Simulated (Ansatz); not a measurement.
## An extra electron or hole in a frame of amorphous poly(ether ketone) (as short chains C41O6H30) from 400 K (154 atoms)

Does an extra electron or hole in a frame of amorphous poly(ether ketone) (as short chains C41O6H30) from 400 K (154 atoms) stay spread out, or do the atoms trap it?

Method: Kohn-Sham DFT, PBE+D3(BJ), PAW (set soft_2), plane waves, in Ansatz 0.2.0.

## Step 1: Set-up

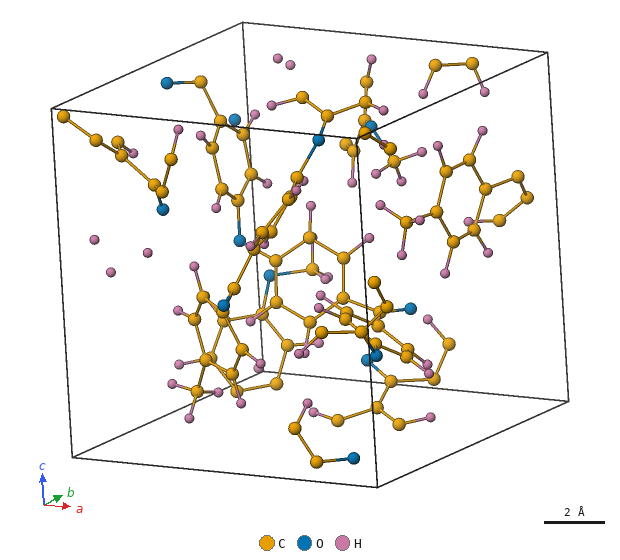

Start, viewed slightly off an axis; carbon orange, oxygen blue, hydrogen pink. Bonds to atoms that aren't drawn are left out.

The cell holds 154 atoms: 82 C, 12 O and 60 H. Cell: a = 12.148 Å, b = 12.148 Å, c = 12.148 Å, α = 90.0°, β = 90.0°, γ = 90.0°. 2 poly(ether ketone) chains of 3 units with methyl end groups placed at random, at 1.15 g/cm³; overlaps pushed apart, then 20 ps at 800 K with MMFF94 bonds, angles, torsions, charges and radii (Halgren, J. Comput. Chem. 17, 490 (1996)) in harmonic and 12-6 forms. Snapshot after 30 ps at 400 K and fixed volume.

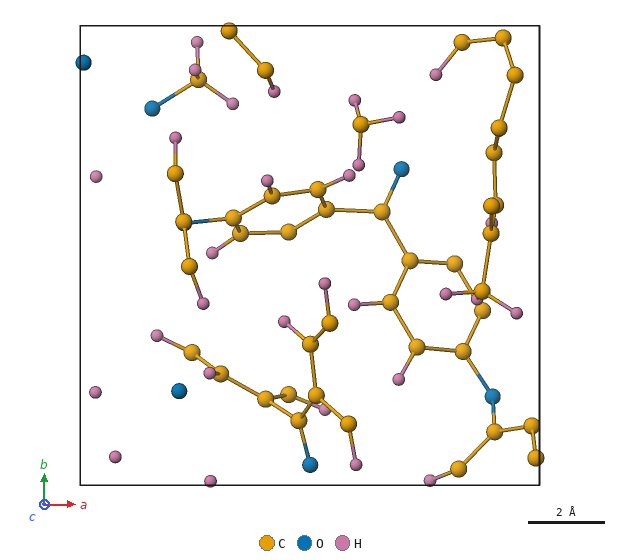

A slice 6 Å thick through the middle of the cell. Bonds to atoms that aren't drawn are left out.

Limits known from the start: The network of contacts between molecules at the start is that of the classical potential that made the cell, and needn't be the one that DFT or experiment would give. The Brillouin zone is sampled at Γ only, in a cell whose shortest periodic width is 12 Å.

## Step 2: Single point at the start

A single point comes first, to see the forces before anything moves.

Contents of input.yaml:

```yaml
crystal:
  lattice:
    - [12.14846, 0.0, 0.0]
    - [0.0, 12.14846, 0.0]
    - [0.0, 0.0, 12.14846]
  atoms:
    - { symbol: C, position: [0.22127, 0.31486, 0.13059] }
    - { symbol: C, position: [0.28208, 0.27453, 0.23541] }
    - { symbol: C, position: [0.38708, 0.24236, 0.21275] }
    - { symbol: C, position: [0.45385, 0.19714, 0.29926] }
    - { symbol: C, position: [0.4039, 0.18716, 0.40566] }
    - { symbol: C, position: [0.30597, 0.24217, 0.42626] }
    - { symbol: C, position: [0.24364, 0.28858, 0.34584] }
    - { symbol: C, position: [0.4761, 0.14026, 0.49044] }
    - { symbol: O, position: [0.50086, 0.04396, 0.46781] }
    - { symbol: C, position: [0.51399, 0.19522, 0.59332] }
    - { symbol: C, position: [0.5012, 0.30679, 0.61397] }
    - { symbol: C, position: [0.54356, 0.35237, 0.70659] }
    - { symbol: C, position: [0.60897, 0.28978, 0.78284] }
    - { symbol: C, position: [0.64362, 0.18563, 0.7493] }
    - { symbol: C, position: [0.58427, 0.13316, 0.66205] }
    - { symbol: O, position: [0.65981, 0.33243, 0.8845] }
    - { symbol: C, position: [0.62787, 0.43359, 0.9257] }
    - { symbol: C, position: [0.71689, 0.49421, 0.95784] }
    - { symbol: C, position: [0.69828, 0.59602, 0.00789] }
    - { symbol: C, position: [0.5995, 0.64129, 0.03618] }
    - { symbol: C, position: [0.51038, 0.57519, 0.00784] }
    - { symbol: C, position: [0.52409, 0.47275, 0.96003] }
    - { symbol: C, position: [0.57959, 0.75086, 0.08271] }
    - { symbol: O, position: [0.49405, 0.76871, 0.13131] }
    - { symbol: C, position: [0.66293, 0.84219, 0.07355] }
    - { symbol: C, position: [0.67219, 0.91495, 0.15684] }
    - { symbol: C, position: [0.73284, 0.01047, 0.14398] }
    - { symbol: C, position: [0.78888, 0.0245, 0.04896] }
    - { symbol: C, position: [0.77351, 0.96286, 0.95777] }
    - { symbol: C, position: [0.71589, 0.86301, 0.97217] }
    - { symbol: O, position: [0.8472, 0.12458, 0.03987] }
    - { symbol: C, position: [0.94573, 0.12873, 0.9791] }
    [... 116 atom lines left out ...]
    - { symbol: H, position: [0.29202, 0.83999, 0.14568] }
    - { symbol: H, position: [0.03485, 0.67181, 0.30002] }
    - { symbol: H, position: [0.00899, 0.55888, 0.1293] }
    - { symbol: H, position: [0.25466, 0.96403, 0.30074] }
    - { symbol: H, position: [0.33239, 0.83009, 0.33458] }
    - { symbol: H, position: [0.25015, 0.90404, 0.4293] }
kpoints:
  mp_grid: { grid: [1, 1, 1] }
hamiltonian:
  xc: pbe
  dispersion: d3bj
scf:
  occupations: { method: gaussian, width: 0.025 }
output:
  forces: true
```

Run with:

```bash
ansatz run input.yaml --threads 4 --pin off --max-ram 8192MiB --backend cpu --events-out ev --progress --plain --runs-dir out
```

Numbers of over 12 decimals in the logs are rounded to 6 here.

The log of the run:

```text
Engine: ansatz 0.2.0, aarch64-unknown-linux-gnu
Pseudopotentials: kind: paw
Pseudopotential: C, paw, valence charge 4, recommended cutoff 420 eV (normal), C.paw.azcp
Pseudopotential: O, paw, valence charge 6, recommended cutoff 420 eV (normal), O.paw.azcp
Pseudopotential: H, paw, valence charge 1, recommended cutoff 420 eV (normal), H.paw.azcp
[... 5 lines on functional and potentials left out ...]
Crystal: 154 atoms, lattice volume = 1792.931 Å³
Basis set: ecut = 420 eV, 35033 PW (Γ), exchange–correlation on 180×180×180 points (8 copies of the dense FFT grid, shifted against one another)
Bands: 384, of which v1, the nominal top of the filled ones, is band 230 counted from 1 (229 counted from 0)
Symmetry: 1 space group operations
Space group: P1 (ITA 1), of the structure as read, at distance tolerance 1.2e-4 Å
k-points: 1
[... 7 lines on functional and potentials left out ...]
Initial density: superposition of atomic densities (neutral atoms: chi_scale 0, normalization atom), corrected by the library's trained network
Initial wavefunctions: pseudopotential atomic-orbital guess
Functional: x = pbe(κ = 0.804, μ = 0.219515), c = pbe(β = 0.066725)
SCF iter   1: F=—  HF=-28329.233260 eV  |F-HF|=—  |Δ(HF+E_count)|=         —  Δρ=5.19e-3  dr2=6.05e-1  ethr=1.77e-3  ⟨swp⟩=6.0  Hψ=1762  notcnv=0  defer=58
preconditioner: auto → Resta (q_TF=auto, 2.175 Å⁻¹)  ε∞=2.6  [insulator: Δε(μ)=2.610 eV  Ē_g=15.067 eV  σ=0.025 eV  W_gap=1.00  n_scr=304 (ndim 8)  ℏωp=18.8 eV  f_vac=0.254  D(μ)=0.00/eV (n_scr^D=0)  ε∞_Penn≈2.6]
SCF iter   2: F=—  HF=-28329.130161 eV  |F-HF|=—  |Δ(HF+E_count)|=   1.03e-1  Δρ=2.46e-3  dr2=8.62e-2  ethr=1.31e-4  ⟨swp⟩=2.0  Hψ=669  notcnv=0  defer=148
SCF iter   3: F=—  HF=-28329.133595 eV  |F-HF|=—  |Δ(HF+E_count)|=   3.43e-3  Δρ=1.19e-3  dr2=2.67e-2  ethr=1.87e-5  ⟨swp⟩=2.0  Hψ=467  notcnv=0  defer=30
automatic band count: iteration 3 solves 266 bands in place of 384: the levels show a gap, and the empty bands left out lie too high to hold charge; the band table lists the bands solved (type scf.n_extra_bands for more)
SCF iter   4: F=—  HF=-28329.135189 eV  |F-HF|=—  |Δ(HF+E_count)|=   1.59e-3  Δρ=6.39e-4  dr2=7.47e-3  ethr=5.81e-6  ⟨swp⟩=3.0  Hψ=468  notcnv=0  defer=30
SCF iter   5: F=—  HF=-28329.134528 eV  |F-HF|=—  |Δ(HF+E_count)|=   6.61e-4  Δρ=2.03e-4  dr2=9.05e-4  ethr=1.62e-6  ⟨swp⟩=3.0  Hψ=465  notcnv=0  defer=30
SCF iter   6: F=—  HF=-28329.134533 eV  |F-HF|=—  |Δ(HF+E_count)|=   5.27e-6  Δρ=9.34e-5  dr2=1.64e-4  ethr=1.97e-7  ⟨swp⟩=2.0  Hψ=463  notcnv=0  defer=30
SCF iter   7: F=—  HF=-28329.134576 eV  |F-HF|=—  |Δ(HF+E_count)|=   4.23e-5  Δρ=3.02e-5  dr2=1.85e-5  ethr=3.57e-8  ⟨swp⟩=2.0  Hψ=464  notcnv=0  defer=30
SCF iter   8: F=—  HF=-28329.137410 eV  |F-HF|=—  |Δ(HF+E_count)|=   2.83e-3  Δρ=1.27e-5  dr2=2.95e-6  ethr=4.02e-9  ⟨swp⟩=2.0  Hψ=494  notcnv=0  defer=30
SCF iter   9: F=—  HF=-28329.137410 eV  |F-HF|=—  |Δ(HF+E_count)|=   4.69e-7  Δρ=6.64e-6  dr2=7.77e-7  ethr=6.41e-10  ⟨swp⟩=2.0  Hψ=464  notcnv=0  defer=30
SCF iter  10: F=—  HF=-28329.137410 eV  |F-HF|=—  |Δ(HF+E_count)|=   7.52e-9  Δρ=2.57e-6  dr2=1.18e-7  ethr=1.69e-10  ⟨swp⟩=2.0  Hψ=460  notcnv=0  defer=30
SCF iter  11: F=-28329.137410 eV  HF=-28329.137410 eV  |F-HF|=1.21e-9  |Δ(HF+E_count)|=   1.16e-8  Δρ=8.61e-7  dr2=1.54e-8  ethr=2.17e-11  ⟨swp⟩=4.0  Hψ=905  notcnv=0
SCF 1 converged in 11 iterations: F = -28329.137410 eV  dr2 = 1.54e-8
  greatest PAW one-centre occupation: 0.879 electrons in one spin orbital (limit 2), on the O atom at site 23 (counted from 0), in its partial waves of l = 0
SCF converged after 11 iterations
Free energy (F): -28329.137410 eV
Harris-Foulkes:  -28329.137410 eV  (|F-HF|=1.21e-9)
Internal energy: -28329.137410 eV  (E = F + TS)
E sigma→0 (E₀):  -28329.137410 eV
Fermi energy:    1.381817 eV
--- Per-component energies (eV) ---
  E_band       = -3374.628975
  E_kinetic    = 10336.935103
  E_local      = -33208.685033  (includes V_loc(G=0)·N_el)
  E_nonlocal   = 2931.514007
  E_hartree    = 12125.131605
  E_xc         = -5331.893543
  E_vxc        = -6656.155131  (∫ρ·V_xc dr)
  E_paw        = -10077.228024  (= ΣΔE_a)
  E_vpaw       = -1028.448495  (= ΣTr[D̂ρ^β])
  E_aug_tail   = -0.052174  (compensation charges beyond the density's cutoff)
  E_ewald      = -5094.570019
  E_disp       = -10.289331  (pairwise vdW)
  E_smearing   = -0.000000  (= −TS)
  E_closure    = -0.000000  (closes the sum)
  Σ components = -28329.137410   (vs F -28329.137410, Δ=0.00e0)
--- Forces (eV/Å), atoms counted from 1 ---
  atom   1  C      1.23782122    -2.30103356     1.17306531
  atom   2  C     -1.39453055     2.36610774    -0.51237572
  atom   3  C      1.07559196    -1.60027858     3.35665296
  atom   4  C     -1.97963319     0.12590651    -0.93035493
  atom   5  C      1.97209512     1.96019502    -1.54759546
  atom   6  C      0.08576243    -0.22599083     1.56144566
  atom   7  C      1.45282959    -1.33802487    -2.84586833
  atom   8  C     -0.84999502    -1.38964508     0.04289558
  atom   9  O      0.89151664    -0.33192338     0.65871176
  atom  10  C      0.75472502    -1.30521548    -0.52603009
  atom  11  C     -1.47526372     0.30103717    -0.79213211
  atom  12  C      1.27022361     0.92510195     2.96975267
  atom  13  C      0.93817343     0.83368629     0.13389253
  atom  14  C     -1.46101967    -1.22004570    -0.42847876
[...]
atom 153  H     -0.48500174     0.56594216    -0.45067732
  atom 154  H      0.47008474     0.34019798     0.61412508
  max |Σ_I F_I| component: 1.16e-4 eV/Å
```

Run time: 17 s. Hardware: 4 threads of Arm Neoverse V2, shared host; peak memory 2.2 GiB; 65 s of CPU time.

In the SCF lines HF is the Harris–Foulkes energy and dr2 the Hartree energy of the density residual, in eV; the loop may stop once dr2 is under the threshold and the program's other checks hold. Hψ counts applications of the Hamiltonian.

The r.m.s. force at the start is 1.0 eV/Å.

## Step 3: Relaxation

With the cell held, the atoms are moved downhill towards a nearby minimum.

Contents of input.yaml:

```yaml
crystal:
  lattice:
    - [12.14846, 0.0, 0.0]
    - [0.0, 12.14846, 0.0]
    - [0.0, 0.0, 12.14846]
  atoms:
    [... the 154 atom lines of step 2 ...]
kpoints:
  mp_grid: { grid: [1, 1, 1] }
hamiltonian:
  xc: pbe
  dispersion: d3bj
scf:
  occupations: { method: gaussian, width: 0.025 }
output:
  forces: true
relax:
  f_tol: 0.05
  max_steps: 120
```

The log of the run:

```text
[...]
Crystal: 154 atoms, lattice volume = 1792.931 Å³
Basis set: ecut = 420 eV, 35033 PW (Γ), exchange–correlation on 180×180×180 points (8 copies of the dense FFT grid, shifted against one another)
Bands: 384, of which v1, the nominal top of the filled ones, is band 230 counted from 1 (229 counted from 0)
Symmetry: 1 space group operations
[...]
k-points: 1
[...]
SCF iter   1: F=—  HF=-28329.233261 eV  |F-HF|=—  |Δ(HF+E_count)|=         —  Δρ=5.19e-3  dr2=6.05e-1  ethr=1.77e-3  ⟨swp⟩=6.0  Hψ=1762  notcnv=0  defer=58
[...]
SCF iter   6: F=—  HF=-28329.137387 eV  |F-HF|=—  |Δ(HF+E_count)|=   1.76e-5  Δρ=9.35e-5  dr2=1.65e-4  ethr=1.96e-7  ⟨swp⟩=2.0  Hψ=609  notcnv=0  defer=148
SCF iter   7: F=-28329.137403 eV  HF=-28329.137406 eV  |F-HF|=3.07e-6  |Δ(HF+E_count)|=   1.98e-5  Δρ=3.03e-5  dr2=1.87e-5  ethr=1.36e-8  ⟨swp⟩=2.0  Hψ=1082  notcnv=0
SCF 1 converged in 7 iterations: F = -28329.137403 eV  dr2 = 1.87e-5
[...]
relax step   1: F+E_penalty+E_count = -28329.13740342 eV  Δ(F+E_penalty+E_count) = +0.000e0 eV  max|allowed force component| = 3.565e0 eV/Å  Δτ_max = 0.0000 Å  (7 SCF iters, dr2 threshold 6.25e-5 eV, accepted)
[...]
relax step   2: F+E_penalty+E_count = -28334.92633371 eV  Δ(F+E_penalty+E_count) = -5.789e0 eV  max|allowed force component| = 2.363e0 eV/Å  Δτ_max = 0.1931 Å  (7 SCF iters, dr2 threshold 1.00e-4 eV, accepted)
[...]
relax step   3: F+E_penalty+E_count = -28336.27466273 eV  Δ(F+E_penalty+E_count) = -1.348e0 eV  max|allowed force component| = 1.297e0 eV/Å  Δτ_max = 0.1940 Å  (7 SCF iters, dr2 threshold 1.00e-4 eV, accepted)
relax step   4: F+E_penalty+E_count = -28336.61125727 eV  Δ(F+E_penalty+E_count) = -3.366e-1 eV  max|allowed force component| = 4.146e-1 eV/Å  Δτ_max = 0.2000 Å  (7 SCF iters, dr2 threshold 1.00e-4 eV, accepted)
relax step   5: F+E_penalty+E_count = -28336.77087817 eV  Δ(F+E_penalty+E_count) = -1.596e-1 eV  max|allowed force component| = 2.802e-1 eV/Å  Δτ_max = 0.1853 Å  (8 SCF iters, dr2 threshold 1.76e-5 eV, accepted)
relax step   6: F+E_penalty+E_count = -28336.85186110 eV  Δ(F+E_penalty+E_count) = -8.098e-2 eV  max|allowed force component| = 2.167e-1 eV/Å  Δτ_max = 0.1951 Å  (8 SCF iters, dr2 threshold 8.03e-6 eV, accepted)
relax step   7: F+E_penalty+E_count = -28336.90940793 eV  Δ(F+E_penalty+E_count) = -5.755e-2 eV  max|allowed force component| = 4.100e-1 eV/Å  Δτ_max = 0.1954 Å  (8 SCF iters, dr2 threshold 2.15e-5 eV, accepted)
relax step   8: F+E_penalty+E_count = -28336.95237856 eV  Δ(F+E_penalty+E_count) = -4.297e-2 eV  max|allowed force component| = 4.636e-1 eV/Å  Δτ_max = 0.1949 Å  (7 SCF iters, dr2 threshold 1.00e-4 eV, accepted)
relax step   9: F+E_penalty+E_count = -28336.99251866 eV  Δ(F+E_penalty+E_count) = -4.014e-2 eV  max|allowed force component| = 4.274e-1 eV/Å  Δτ_max = 0.1951 Å  (7 SCF iters, dr2 threshold 1.00e-4 eV, accepted)
relax step  10: F+E_penalty+E_count = -28337.03875728 eV  Δ(F+E_penalty+E_count) = -4.624e-2 eV  max|allowed force component| = 4.666e-1 eV/Å  Δτ_max = 0.1945 Å  (7 SCF iters, dr2 threshold 1.00e-4 eV, accepted)
relax step  11: F+E_penalty+E_count = -28337.08293863 eV  Δ(F+E_penalty+E_count) = -4.418e-2 eV  max|allowed force component| = 4.730e-1 eV/Å  Δτ_max = 0.1922 Å  (7 SCF iters, dr2 threshold 1.00e-4 eV, accepted)
relax step  12: F+E_penalty+E_count = -28337.12808893 eV  Δ(F+E_penalty+E_count) = -4.515e-2 eV  max|allowed force component| = 5.331e-1 eV/Å  Δτ_max = 0.1943 Å  (7 SCF iters, dr2 threshold 1.00e-4 eV, accepted)
relax step  13: F+E_penalty+E_count = -28337.16132370 eV  Δ(F+E_penalty+E_count) = -3.323e-2 eV  max|allowed force component| = 6.478e-1 eV/Å  Δτ_max = 0.1920 Å  (7 SCF iters, dr2 threshold 1.00e-4 eV, accepted)
relax step  14: F+E_penalty+E_count = -28337.19647232 eV  Δ(F+E_penalty+E_count) = -3.515e-2 eV  max|allowed force component| = 5.294e-1 eV/Å  Δτ_max = 0.1154 Å  (6 SCF iters, dr2 threshold 1.00e-4 eV, accepted)
relax step  15: F+E_penalty+E_count = -28337.24664401 eV  Δ(F+E_penalty+E_count) = -5.017e-2 eV  max|allowed force component| = 3.843e-1 eV/Å  Δτ_max = 0.1902 Å  (6 SCF iters, dr2 threshold 1.00e-4 eV, accepted)
relax step  16: F+E_penalty+E_count = -28337.28154603 eV  Δ(F+E_penalty+E_count) = -3.490e-2 eV  max|allowed force component| = 1.883e-1 eV/Å  Δτ_max = 0.1957 Å  (7 SCF iters, dr2 threshold 7.78e-5 eV, accepted)
relax step  17: F+E_penalty+E_count = -28337.30422292 eV  Δ(F+E_penalty+E_count) = -2.268e-2 eV  max|allowed force component| = 1.977e-1 eV/Å  Δτ_max = 0.1959 Å  (8 SCF iters, dr2 threshold 8.51e-6 eV, accepted)
relax step  18: F+E_penalty+E_count = -28337.31924225 eV  Δ(F+E_penalty+E_count) = -1.502e-2 eV  max|allowed force component| = 2.006e-1 eV/Å  Δτ_max = 0.1693 Å  (8 SCF iters, dr2 threshold 9.39e-6 eV, accepted)
relax step  19: F+E_penalty+E_count = -28337.33353882 eV  Δ(F+E_penalty+E_count) = -1.430e-2 eV  max|allowed force component| = 1.664e-1 eV/Å  Δτ_max = 0.1160 Å  (7 SCF iters, dr2 threshold 4.02e-5 eV, accepted)
relax step  20: F+E_penalty+E_count = -28337.35248904 eV  Δ(F+E_penalty+E_count) = -1.895e-2 eV  max|allowed force component| = 1.887e-1 eV/Å  Δτ_max = 0.1959 Å  (8 SCF iters, dr2 threshold 1.90e-5 eV, accepted)
relax step  21: F+E_penalty+E_count = -28337.36633984 eV  Δ(F+E_penalty+E_count) = -1.385e-2 eV  max|allowed force component| = 1.775e-1 eV/Å  Δτ_max = 0.1439 Å  (7 SCF iters, dr2 threshold 2.45e-5 eV, accepted)
relax step  22: F+E_penalty+E_count = -28337.37715482 eV  Δ(F+E_penalty+E_count) = -1.081e-2 eV  max|allowed force component| = 1.692e-1 eV/Å  Δτ_max = 0.0846 Å  (6 SCF iters, dr2 threshold 2.79e-5 eV, accepted)
relax step  23: F+E_penalty+E_count = -28337.39340434 eV  Δ(F+E_penalty+E_count) = -1.625e-2 eV  max|allowed force component| = 1.489e-1 eV/Å  Δτ_max = 0.1524 Å  (7 SCF iters, dr2 threshold 2.54e-5 eV, accepted)
relax step  24: F+E_penalty+E_count = -28337.40269388 eV  Δ(F+E_penalty+E_count) = -9.290e-3 eV  max|allowed force component| = 1.330e-1 eV/Å  Δτ_max = 0.1533 Å  (8 SCF iters, dr2 threshold 1.72e-5 eV, accepted)
relax step  25: F+E_penalty+E_count = -28337.41155903 eV  Δ(F+E_penalty+E_count) = -8.865e-3 eV  max|allowed force component| = 1.478e-1 eV/Å  Δτ_max = 0.1103 Å  (7 SCF iters, dr2 threshold 1.37e-5 eV, accepted)
relax step  26: F+E_penalty+E_count = -28337.42001798 eV  Δ(F+E_penalty+E_count) = -8.459e-3 eV  max|allowed force component| = 2.249e-1 eV/Å  Δτ_max = 0.0784 Å  (7 SCF iters, dr2 threshold 1.74e-5 eV, accepted)
relax step  27: F+E_penalty+E_count = -28337.42742063 eV  Δ(F+E_penalty+E_count) = -7.403e-3 eV  max|allowed force component| = 3.153e-1 eV/Å  Δτ_max = 0.1074 Å  (6 SCF iters, dr2 threshold 5.06e-5 eV, accepted)
relax step  28: F+E_penalty+E_count = -28337.43301876 eV  Δ(F+E_penalty+E_count) = -5.598e-3 eV  max|allowed force component| = 3.299e-1 eV/Å  Δτ_max = 0.1084 Å  (6 SCF iters, dr2 threshold 9.94e-5 eV, accepted)
relax step  29: F+E_penalty+E_count = -28337.43786217 eV  Δ(F+E_penalty+E_count) = -4.843e-3 eV  max|allowed force component| = 2.204e-1 eV/Å  Δτ_max = 0.0489 Å  (5 SCF iters, dr2 threshold 1.00e-4 eV, accepted)
relax step  30: F+E_penalty+E_count = -28337.44125434 eV  Δ(F+E_penalty+E_count) = -3.392e-3 eV  max|allowed force component| = 7.566e-2 eV/Å  Δτ_max = 0.0471 Å  (6 SCF iters, dr2 threshold 2.17e-5 eV, accepted)
relax step  31: F+E_penalty+E_count = -28337.44392446 eV  Δ(F+E_penalty+E_count) = -2.670e-3 eV  max|allowed force component| = 9.202e-2 eV/Å  Δτ_max = 0.0645 Å  (9 SCF iters, accepted)
relax step  32: F+E_penalty+E_count = -28337.44591777 eV  Δ(F+E_penalty+E_count) = -1.993e-3 eV  max|allowed force component| = 8.095e-2 eV/Å  Δτ_max = 0.1210 Å  (10 SCF iters, accepted)
relax step  33: F+E_penalty+E_count = -28337.44733698 eV  Δ(F+E_penalty+E_count) = -1.419e-3 eV  max|allowed force component| = 3.781e-2 eV/Å  Δτ_max = 0.0237 Å  (6 SCF iters, dr2 threshold 5.07e-6 eV, accepted)
[...]
relax step  34: F+E_penalty+E_count = -28337.44733715 eV  Δ(F+E_penalty+E_count) = -1.664e-7 eV  max|allowed force component| = 3.792e-2 eV/Å  Δτ_max = 0.0000 Å  (4 SCF iters, accepted)
SCF converged after 4 iterations
Free energy (F): -28337.447337 eV
[...]
Internal energy: -28337.447337 eV  (E = F + TS)
E sigma→0 (E₀):  -28337.447337 eV
Fermi energy:    1.273361 eV
[...]
Σ components = -28337.447337   (vs F -28337.447337, Δ=0.00e0)
--- Forces (eV/Å), atoms counted from 1 ---
  atom   1  C      0.00259830    -0.00038773     0.00351493
  atom   2  C     -0.00211427     0.00088188    -0.00122995
  atom   3  C      0.00383899     0.00129649     0.00092613
  atom   4  C     -0.00482957    -0.00145231     0.00000034
[...]
atom 154  H     -0.00159649    -0.00083111     0.00211981
  max |Σ_I F_I| component: 5.12e-5 eV/Å
--- Relaxed structure (34 steps of the walk, 34 accepted, 0 SCFs on fresh bases) ---
  F+E_penalty+E_count = -28337.44733715 eV   max|allowed force component| = 3.792e-2 eV/Å
  atoms:
    - { symbol: C, position: [0.239561, 0.409451, 0.203296] }
    - { symbol: C, position: [0.310414, 0.344394, 0.281222] }
    - { symbol: C, position: [0.409344, 0.296723, 0.244968] }
    - { symbol: C, position: [0.477078, 0.239258, 0.316984] }
[...]
- { symbol: H, position: [0.161700, 0.967299, 0.370874] }
```

Elapsed: 7.8 min, on 4 threads; peak memory 2.2 GiB.

The relaxation converged after 34 steps, 8.31 eV below its start, with a largest force component of 0.038 eV/Å.

(Continued in part 2 of 4.)

[Logs are printed without paths, hosts, clocks, repeated set-up lines and the standing remarks that a program may print on its own settings, such as how far it seeks lower states.]

[Hosts, paths, dates, database ids (printed as entryN), source tags and the programs' standing remarks are cut or masked in the printed files.]

[The MMFF94 radii named for the starting cell were scaled by 0.96; in molecules described by MMFF94, hydrogen bound to N, O or S took a small fixed 12-6 site in their place.]
